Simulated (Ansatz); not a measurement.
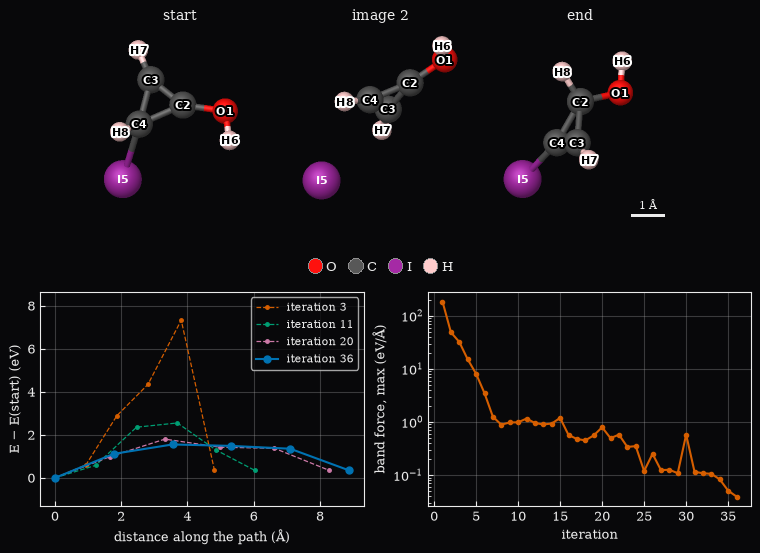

A search for the minimum-energy path of C₃H₃IO by the nudged elastic band. Images are numbered from 0 (start) to 5 (end). The plot follows the band through its iterations. The picture is a ball-and-stick view, seen at a tilt.

All numbers below come from UKS PBE/def2-SVP (Ansatz 0.2.0). Run with 4 movable images; no climbing image; force threshold 0.05 eV/Å; iteration limit 60; starting path through a guess of the saddle point.

Judge this run.

Answer. The run is converged, with reservations. The band converged in 36 iterations. The largest component of the band force went from 190 to 0.039 eV/Å. No image climbed, so the highest image needn't lie on the saddle point, and the true maximum along this path can be higher. The first iteration put the highest image at 43.15 eV. The energy climbs by 1.56 eV to image 2 and then falls by 1.20 eV, so the end point sits at +0.35 eV.
